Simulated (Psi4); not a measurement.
# BF (SMILES [B]F): a chain of runs

Wanted: a structure relaxation (SVWN-RPA/6-31G**), then vibrational wavenumbers of BF. 

Program for the calculation: Psi4 1.11.

## Step 1: The molecule

BF: 2 atoms, total charge 0, spin state singlet. SMILES: `[B]F`. All atoms were displaced at random from a relaxed shape. The run starts from this shape.

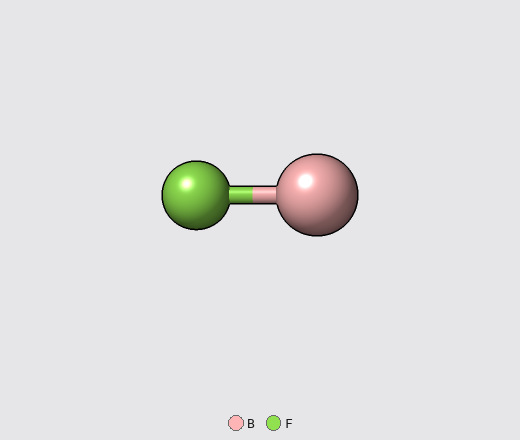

The structure, seen from a chosen angle (boron pink, fluorine green).

## Step 2: A geometry optimisation at SVWN-RPA/6-31G(d,p) (density fitting, Cartesian functions) (run 1)

bf.xyz reads:

```xyz
2
BF
B     -0.089708     0.021410    -0.061737
F     -0.058420     0.041791     1.211750
```

run.py reads:

```python
import numpy as np
from ase.calculators.psi4 import Psi4
from ase.io import read
from ase.optimize import FIRE

mol = read('bf.xyz')
calc = Psi4(atoms=mol, method='svwn', basis='6-31G**', memory='1600MB', num_threads=1, charge=0, multiplicity=1, label='calc')
mol.calc = calc

opt = FIRE(mol)
done = opt.run(fmax=0.02, steps=40)
print('converged:', done)
for s, p in zip(mol.symbols, mol.positions):
    print(f'{s:2s} {p[0]:12.6f} {p[1]:12.6f} {p[2]:12.6f}')
```

Started as:

```
python run.py
```

calc.dat, shortened:

```text
[...]
  Running in c1 symmetry.
[...]
  Nuclear repulsion =   18.772256887797468
[...]
  Multiplicity = 1
[...]
  Nalpha       = 7
  Nbeta        = 7
[...]
    Number of basis functions: 30
[...]
   @DF-RKS iter   1:  -123.98803229021628   -3.01424e-01   7.35515e-03 ADIIS/DIIS
[...]
   @DF-RKS iter   8:  -124.00798062021518   -2.01794e-12   9.15629e-09 DIIS
[...]
    Orbital Energies [Eh]
    ---------------------
    Doubly Occupied:
       1A    -24.206482     2A     -6.540783     3A     -1.192866
       4A     -0.562438     5A     -0.478550     6A     -0.478550
       7A     -0.245495
[...]
  @DF-RKS Final Energy:  -124.00798062021518
   => Energetics <=
    Nuclear Repulsion Energy =             18.7722568877974680
    One-Electron Energy =                -208.6828965166443481
    Two-Electron Energy =                  79.6670023198835651
    DFT Exchange-Correlation Energy =     -13.7643433112518796
    Empirical Dispersion Energy =           0.0000000000000000
    VV10 Nonlocal Energy =                  0.0000000000000000
    Total Energy =                       -124.0079806202151786
[...]
 Multipole Moments:
 ------------------------------------------------------------------------------------
     Multipole            Electronic (a.u.)      Nuclear  (a.u.)        Total (a.u.)
 ------------------------------------------------------------------------------------
 L = 1.  Multiply by 2.5417464519 to convert [e a0] to [Debye]
 Dipole X            :          0.0032858            0.0080273            0.0113131
 Dipole Y            :          0.0021404            0.0052290            0.0073693
 Dipole Z            :          0.1337390            0.3267261            0.4604651
 Magnitude           :                                                    0.4606630
[...]
  -Total Gradient:
     Atom            X                  Y                   Z
    ------   -----------------  -----------------  -----------------
       1       -0.000000231037    -0.000000150495    -0.000009403683
       2       -0.000000384792    -0.000000250656    -0.000015661866
[...]
```

Standard output:

```text
Step     Time          Energy          fmax
FIRE:    0 hh:mm:ss    -3374.428270        0.276323
FIRE:    1 hh:mm:ss    -3374.429031        0.000806
converged: True
B     -0.089640     0.021454    -0.058975
F     -0.058488     0.041747     1.209000
```

Wall time 2.1 s (1 thread of Intel Xeon 6975P-C (Granite Rapids), shared host); peak memory 0.22 GiB.

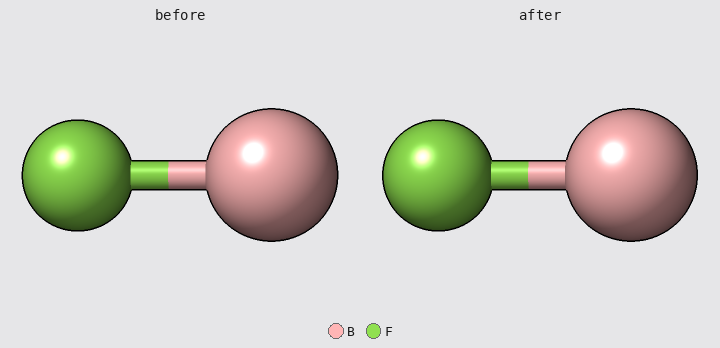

Before and after, at one scale.

After the run. Bond lengths: B1–F2 1.269 Å.

## Step 3: Vibrational wavenumbers at SVWN-RPA/6-31G(d,p) (density fitting, Cartesian functions) (run 2)

run_ase.py reads:

```python
import numpy as np
from ase.calculators.psi4 import Psi4
from ase import Atoms
from ase.vibrations import Vibrations

a = Atoms(['B', 'F'], positions=[
    [-0.089622, 0.021466, -0.058247],
    [-0.058470, 0.041759, 1.209728],
])
calc = Psi4(atoms=a, method='svwn', basis='6-31G**', memory='1600MB', num_threads=1, charge=0, multiplicity=1, label='calc')
a.calc = calc

vib = Vibrations(a, delta=0.02)
vib.run()
vib.summary()
```

Started as:

```
python run_ase.py
```

calc.dat, shortened:

```text
[...]
  Running in c1 symmetry.
[...]
  Nuclear repulsion =   18.480995093971224
[...]
  Multiplicity = 1
[...]
  Nalpha       = 7
  Nbeta        = 7
[...]
    Number of basis functions: 30
[...]
   @DF-RKS iter   1:  -123.98844362456187   -3.19580e-01   7.28279e-03 ADIIS/DIIS
[...]
   @DF-RKS iter   8:  -124.00762341037502   -1.76215e-12   8.26512e-09 DIIS
[...]
    Orbital Energies [Eh]
    ---------------------
    Doubly Occupied:
       1A    -24.202150     2A     -6.544614     3A     -1.183629
       4A     -0.556843     5A     -0.471521     6A     -0.471521
       7A     -0.247905
[...]
  @DF-RKS Final Energy:  -124.00762341037502
   => Energetics <=
    Nuclear Repulsion Energy =             18.4809950939712238
    One-Electron Energy =                -208.1603034280688007
    Two-Electron Energy =                  79.4262332524092187
    DFT Exchange-Correlation Energy =     -13.7545483286866563
    Empirical Dispersion Energy =           0.0000000000000000
    VV10 Nonlocal Energy =                  0.0000000000000000
    Total Energy =                       -124.0076234103750181
[...]
 Multipole Moments:
 ------------------------------------------------------------------------------------
     Multipole            Electronic (a.u.)      Nuclear  (a.u.)        Total (a.u.)
 ------------------------------------------------------------------------------------
 L = 1.  Multiply by 2.5417464519 to convert [e a0] to [Debye]
 Dipole X            :          0.0022845            0.0080271            0.0103116
 Dipole Y            :          0.0014882            0.0052290            0.0067172
 Dipole Z            :          0.0944523            0.3318797            0.4263320
 Magnitude           :                                                    0.4265095
[...]
  -Total Gradient:
     Atom            X                  Y                   Z
    ------   -----------------  -----------------  -----------------
       1       -0.000447707539    -0.000291645129    -0.018510404320
       2        0.000447239129     0.000291339999     0.018491038008
[...]
```

The script printed:

```text
---------------------
  #    meV     cm^-1
---------------------
  0    0.1i      0.6i
  1    0.1i      0.6i
  2    0.0i      0.1i
  3    2.0      15.7
  4    2.0      15.8
  5  176.1    1420.5
---------------------
Zero-point energy: 0.090 eV
```

Wall time 6.3 s (1 thread of Intel Xeon 6975P-C (Granite Rapids), shared host); peak memory 0.31 GiB.

## Step 4: Summary of results

| quantity | value |
| --- | --- |
| run 1, SVWN-RPA/6-31G**: total energy at the end | -124.00798 Eh |
| run 1, SVWN-RPA/6-31G**: dipole moment | 1.17 D |
| run 1, SVWN-RPA/6-31G**: HOMO energy | -6.68 eV |
| run 1, SVWN-RPA/6-31G**: LUMO energy | -2.14 eV |
| run 1, SVWN-RPA/6-31G**: HOMO–LUMO gap | 4.54 eV |
| run 1, SVWN-RPA/6-31G**: bond length | 1.269 Å |

In words: The optimisation (run 1, SVWN-RPA/6-31G**) took 1 steps and changed the energy by -0.001 eV.
